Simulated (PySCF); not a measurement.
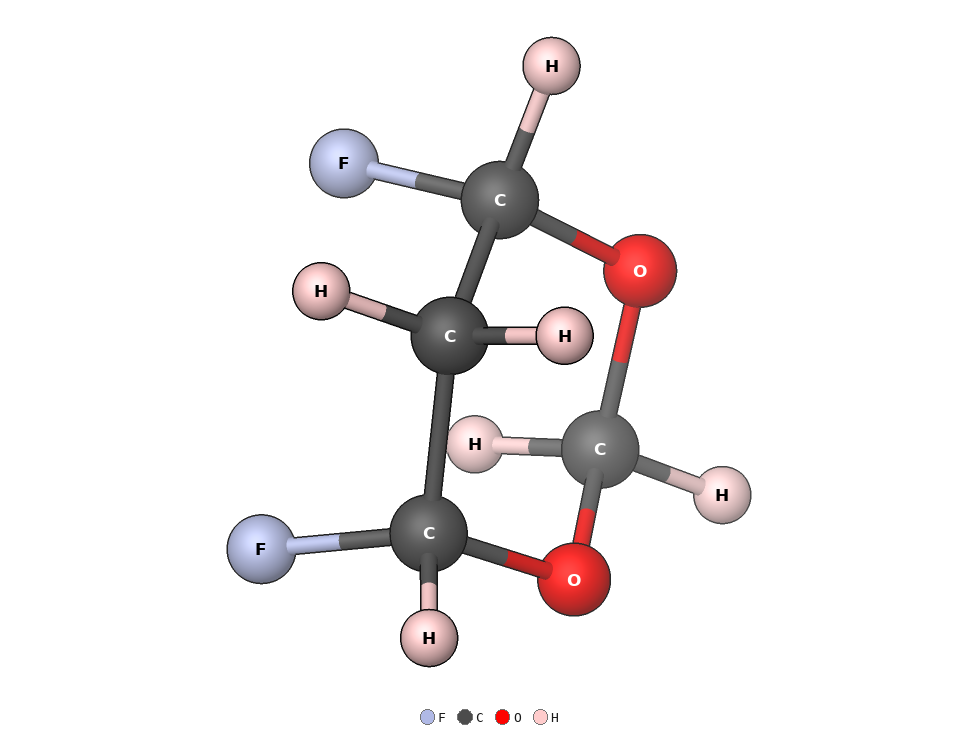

Orthographic view. Depth is shown by fading: the farther an atom, the more it takes the colour of the background. Computed geometry: PBE0-D3(BJ)/def2-SVP optimisation. No frequency run is at hand to confirm it as a minimum.

**Write the InChI string.**

InChI=1S/C4H6F2O2/c5-3-1-4(6)8-2-7-3/h3-4H,1-2H2/t3-,4+
